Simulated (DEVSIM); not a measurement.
Device: abrupt InP p-n junction, at 300 K.

```tsv
layer (left to right)	material	thickness (μm)	Nd (cm⁻³)	Na (cm⁻³)	τn (s)	τp (s)
1	InP	96.0	-	7.4e16	8.7e-9	8.7e-9
2	InP	140	1.7e14	-	8.7e-9	8.7e-9
```

Left contact: ohmic. Right contact: ohmic. Voltage is applied to the left contact. Recombination: SRH at mid-gap, radiative, Auger. Mobility is constant in doping.

Constants are typed, rounded textbook-type inputs, not results; the design itself was drawn at random and stands for no fabricated device. Values at 300 K.

```csv
parameter,InP
gap (eV),1.344
affinity (eV),4.38
permittivity,12.5
Nc (cm⁻³),5.7e17
Nv (cm⁻³),1.1e19
μn (cm²/Vs),5200
μp (cm²/Vs),170
B (cm³/s),1.2e-10
Cn (cm⁶/s),9e-31
Cp (cm⁶/s),9e-31
```

Simulated with DEVSIM: 1D drift-diffusion, Boltzmann statistics, complete ionisation; no tunnelling, impact ionisation, image-force lowering or self-heating.

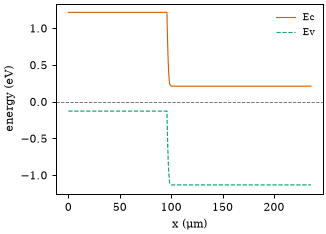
*Band edges at zero bias*

Energies count from the Fermi level of the right contact; mesh points crowd at the junctions.

```json
[
 {"x (μm)": "0.000", "Ec (eV)": "1.215", "Ev (eV)": "-0.129", "n (cm⁻³)": "< 1e2", "p (cm⁻³)": "7.4e16", "field (V/cm)": "≈ 0"},
 {"x (μm)": "0.06828", "Ec (eV)": "1.215", "Ev (eV)": "-0.129", "n (cm⁻³)": "< 1e2", "p (cm⁻³)": "7.4e16", "field (V/cm)": "≈ 0"},
 {"x (μm)": "0.3455", "Ec (eV)": "1.215", "Ev (eV)": "-0.129", "n (cm⁻³)": "< 1e2", "p (cm⁻³)": "7.4e16", "field (V/cm)": "≈ 0"},
 {"x (μm)": "1.396", "Ec (eV)": "1.215", "Ev (eV)": "-0.129", "n (cm⁻³)": "< 1e2", "p (cm⁻³)": "7.4e16", "field (V/cm)": "≈ 0"},
 {"x (μm)": "8.528", "Ec (eV)": "1.215", "Ev (eV)": "-0.129", "n (cm⁻³)": "< 1e2", "p (cm⁻³)": "7.4e16", "field (V/cm)": "≈ 0"},
 {"x (μm)": "34.22", "Ec (eV)": "1.215", "Ev (eV)": "-0.129", "n (cm⁻³)": "< 1e2", "p (cm⁻³)": "7.4e16", "field (V/cm)": "≈ 0"},
 {"x (μm)": "77.99", "Ec (eV)": "1.215", "Ev (eV)": "-0.129", "n (cm⁻³)": "< 1e2", "p (cm⁻³)": "7.4e16", "field (V/cm)": "≈ 0"},
 {"x (μm)": "93.03", "Ec (eV)": "1.215", "Ev (eV)": "-0.129", "n (cm⁻³)": "< 1e2", "p (cm⁻³)": "7.4e16", "field (V/cm)": "≈ 0"},
 {"x (μm)": "95.28", "Ec (eV)": "1.215", "Ev (eV)": "-0.129", "n (cm⁻³)": "< 1e2", "p (cm⁻³)": "7.4e16", "field (V/cm)": "≈ 0"},
 {"x (μm)": "95.83", "Ec (eV)": "1.215", "Ev (eV)": "-0.129", "n (cm⁻³)": "< 1e2", "p (cm⁻³)": "7.4e16", "field (V/cm)": "≈ 0"},
 {"x (μm)": "95.97", "Ec (eV)": "1.209", "Ev (eV)": "-0.135", "n (cm⁻³)": "< 1e2", "p (cm⁻³)": "5.9e16", "field (V/cm)": "-3700"},
 {"x (μm)": "96.05", "Ec (eV)": "1.137", "Ev (eV)": "-0.207", "n (cm⁻³)": "< 1e2", "p (cm⁻³)": "3.7e15", "field (V/cm)": "-8500"},
 {"x (μm)": "96.24", "Ec (eV)": "1.004", "Ev (eV)": "-0.340", "n (cm⁻³)": "< 1e2", "p (cm⁻³)": "2.2e13", "field (V/cm)": "-6200"},
 {"x (μm)": "97.00", "Ec (eV)": "0.608", "Ev (eV)": "-0.736", "n (cm⁻³)": "3.4e7", "p (cm⁻³)": "4800000", "field (V/cm)": "-4300"},
 {"x (μm)": "102.4", "Ec (eV)": "0.210", "Ev (eV)": "-1.134", "n (cm⁻³)": "1.7e14", "p (cm⁻³)": "< 1e2", "field (V/cm)": "≈ 0"},
 {"x (μm)": "120.7", "Ec (eV)": "0.210", "Ev (eV)": "-1.134", "n (cm⁻³)": "1.7e14", "p (cm⁻³)": "< 1e2", "field (V/cm)": "≈ 0"},
 {"x (μm)": "183.4", "Ec (eV)": "0.210", "Ev (eV)": "-1.134", "n (cm⁻³)": "1.7e14", "p (cm⁻³)": "< 1e2", "field (V/cm)": "≈ 0"},
 {"x (μm)": "222.9", "Ec (eV)": "0.210", "Ev (eV)": "-1.134", "n (cm⁻³)": "1.7e14", "p (cm⁻³)": "< 1e2", "field (V/cm)": "≈ 0"},
 {"x (μm)": "233.8", "Ec (eV)": "0.210", "Ev (eV)": "-1.134", "n (cm⁻³)": "1.7e14", "p (cm⁻³)": "< 1e2", "field (V/cm)": "≈ 0"},
 {"x (μm)": "235.5", "Ec (eV)": "0.210", "Ev (eV)": "-1.134", "n (cm⁻³)": "1.7e14", "p (cm⁻³)": "< 1e2", "field (V/cm)": "≈ 0"},
 {"x (μm)": "235.9", "Ec (eV)": "0.210", "Ev (eV)": "-1.134", "n (cm⁻³)": "1.7e14", "p (cm⁻³)": "< 1e2", "field (V/cm)": "≈ 0"},
 {"x (μm)": "236.0", "Ec (eV)": "0.210", "Ev (eV)": "-1.134", "n (cm⁻³)": "1.7e14", "p (cm⁻³)": "< 1e2", "field (V/cm)": "≈ 0"}
]
```
